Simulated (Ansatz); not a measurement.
# Calculations on BH4SOF

Part 1: Relaxation

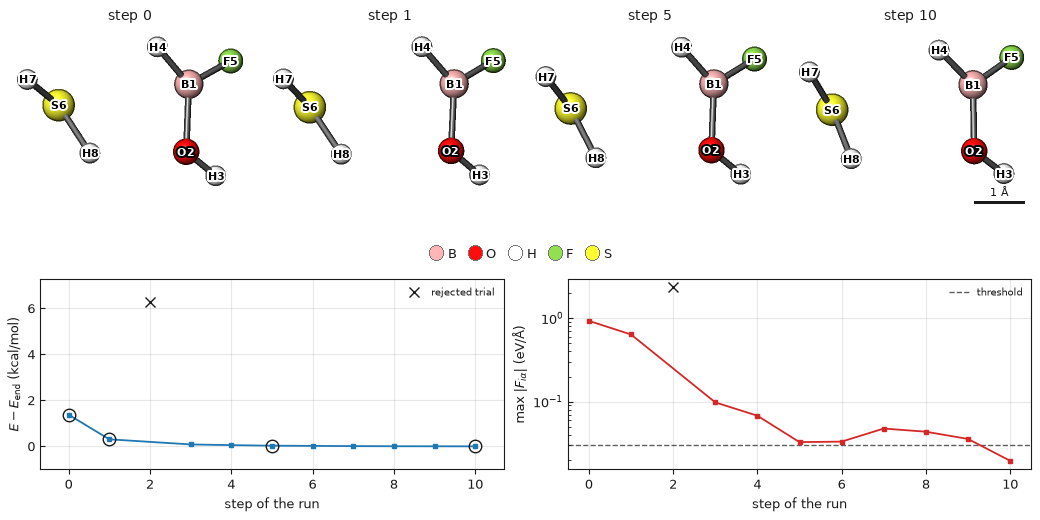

Frames of a relaxation of BH₄SOF, marked on the history of the run. A ball-and-stick model, seen at a tilt.

The run prepares an end point of a later path (reaction) calculation, from a guessed geometry.

Method: Ansatz 0.2.0, RKS PBE0-D4/def2-SVP.

Input
```yaml
crystal:
  periodic: [false, false, false]
  atoms:
    - { symbol: B, position_ang: [-0.01692, -0.20898, 0.176874] }
    - { symbol: O, position_ang: [-0.263141, -0.59986, 1.475718] }
    - { symbol: H, position_ang: [-1.198782, -0.798023, 1.610355] }
    - { symbol: H, position_ang: [1.109005, 0.016622, -0.175198] }
    - { symbol: F, position_ang: [-1.015278, -0.203221, -0.698022] }
    - { symbol: S, position_ang: [-0.04036, 2.675741, 1.294518] }
    - { symbol: H, position_ang: [1.304698, 2.615811, 1.213869] }
    - { symbol: H, position_ang: [-0.099524, 1.530209, 2.057588] }
basis:
  gaussian: { orbitals: def2-SVP }
hamiltonian:
  xc: pbe0
  dispersion: d4
relax:
  f_tol: 0.03
  max_steps: 50
```

Command:
```bash
ansatz run input.yaml --threads 1 --pin off --max-ram 2048MiB --backend cpu --events-out ev --progress --plain --runs-dir out
```

Describe the path.

Answer. After 9 accepted moves (10 points after the start) the energy has fallen by 1.38 kcal/mol. The largest force component goes from 0.93 to 0.02 eV/Å. The line search rejected the trial step at point 2 of the run. The atom that moves furthest after the best rigid fit is H8 (0.39 Å). By element the largest moves are H 0.39 Å, S 0.17 Å, O 0.16 Å, B 0.10 Å, F 0.08 Å. Among the contacts that change: B1–O2 1.379 → 1.348 Å, S6–H8 1.378 → 1.350 Å. The run took 39 s on 1 thread of Intel(R) Xeon(R) Platinum 8259CL CPU @ 2.50GHz (Skylake/Cascade Lake), on a shared host, peak memory 0.17 GiB. From step 0 to 1: S and H atoms move most (0.19 Å), energy −1.07 kcal/mol. From step 1 to 5: H8 moves most (0.13 Å), energy −0.28 kcal/mol. From step 5 to 10: H7 moves most (0.13 Å), energy −0.03 kcal/mol.

```csv
step,"E − E(0), kcal/mol","largest force component, eV/Å",note
0,0.00,0.9300,
1,-1.07,0.6393,
2,4.91,2.3419,rejected
3,-1.29,0.0981,
4,-1.32,0.0678,
5,-1.35,0.0327,
6,-1.36,0.0332,
7,-1.37,0.0476,
8,-1.37,0.0436,
9,-1.37,0.0357,
10,-1.38,0.0195,
```

Limits of the set-up: the start holds two separate molecules, 2.2 Å apart at their closest, whose relative position is a soft coordinate.

Part 2: Relaxation

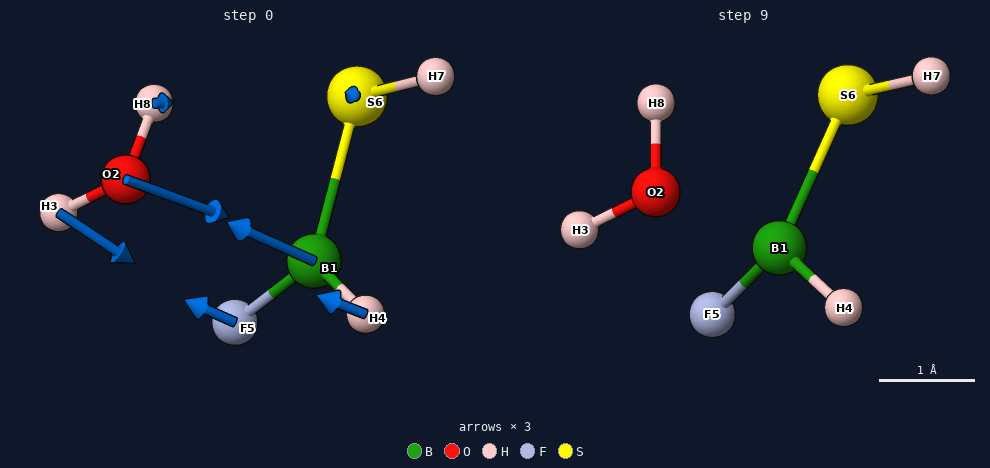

The structure of BH4SOF before (left) and after (right) a relaxation, at one scale. The blue arrows give the displacements, 3 times their true length.

The picture is a ball-and-stick view, seen at a tilt.

The run prepares an end point of a later path (reaction) calculation, from a guessed geometry.

Theory: Ansatz, RKS PBE0-D4/def2-SVP. Set-up: no spin polarisation; force threshold 0.03 eV/Å; at most 50 steps.

Summarise the run.

Answer. The atom that moves furthest after the best rigid fit is O2 (0.48 Å). Largest moves by element: O 0.48 Å, B 0.40 Å, H 0.34 Å, F 0.22 Å, S 0.06 Å. Some distances before and after: B1–O2 2.604 → 1.730 Å, B1–F5 1.323 → 1.366 Å, B1–S6 1.865 → 1.891 Å, O2–H8 0.984 → 0.976 Å. Bond angles that change, for instance: H4–B1–S6 122.2° → 117.5°, H4–B1–F5 121.2° → 117.6°, H3–O2–H8 103.3° → 106.8°. Over 8 accepted moves (9 points after the start) the energy falls by 4.99 kcal/mol. Largest force component: 0.84 eV/Å at the start, 0.016 eV/Å at the end. The line search rejected the trial step at point 1 of the run.

Limits of the set-up: the start holds two separate molecules, 2.6 Å apart at their closest, whose relative position is a soft coordinate.

Part 3: Path

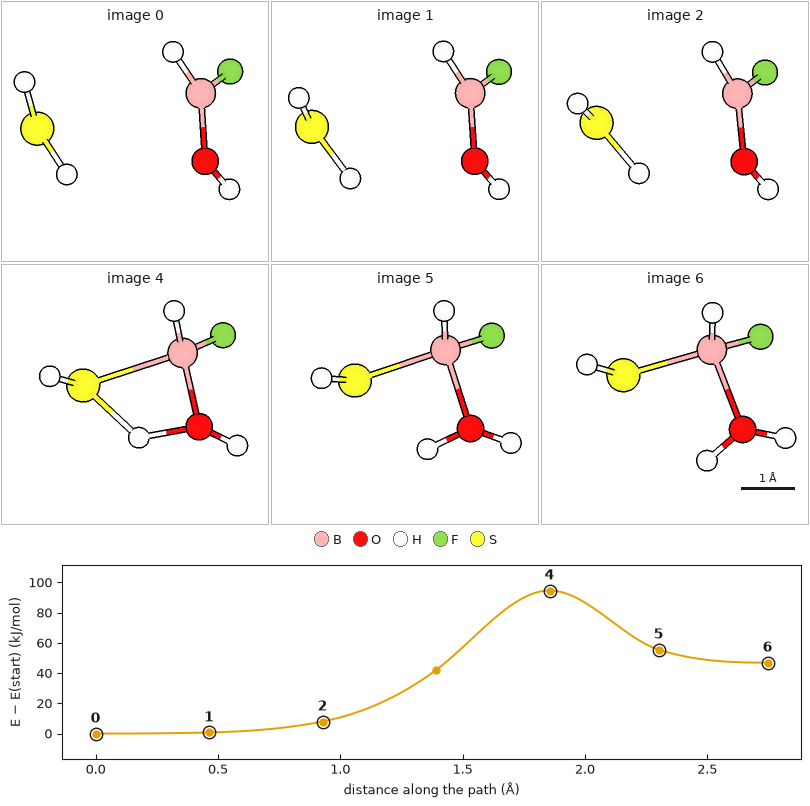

A search for the minimum-energy path of BH4SOF, made up at the start of BH₂OF and H$_{2}$S by the nudged elastic band. Images are numbered from 0 (start) to 6 (end). The picture is a ball-and-stick view, seen face on.

The calculation used RKS PBE0-D4/def2-SVP (Ansatz 0.2.0). Settings: 5 movable images; climbing image; force threshold 0.05 eV/Å; iteration limit 59; starting path through a guess of the saddle point.

> Read off the barrier and say what moves.

The highest point, image 4, lies 94.7 kJ/mol above the start and 47.7 kJ/mol above the end; the end is at +46.9 kJ/mol relative to the start. Breaking: H–S (1.35 → 2.46 Å). Forming: B–S (3.34 → 1.89 Å), H–O (2.70 → 0.98 Å). The band is converged. At the top, the vibrational analysis gives one imaginary mode (1131i cm⁻¹), as a transition state must have.

Limits of the set-up: the start holds two separate molecules, 2.7 Å apart at their closest, whose relative position is a soft coordinate.

The run took 4.4 min on 1 thread of Intel(R) Xeon(R) Platinum 8259CL CPU @ 2.50GHz (Skylake/Cascade Lake), on a shared host, peak memory 0.17 GiB.
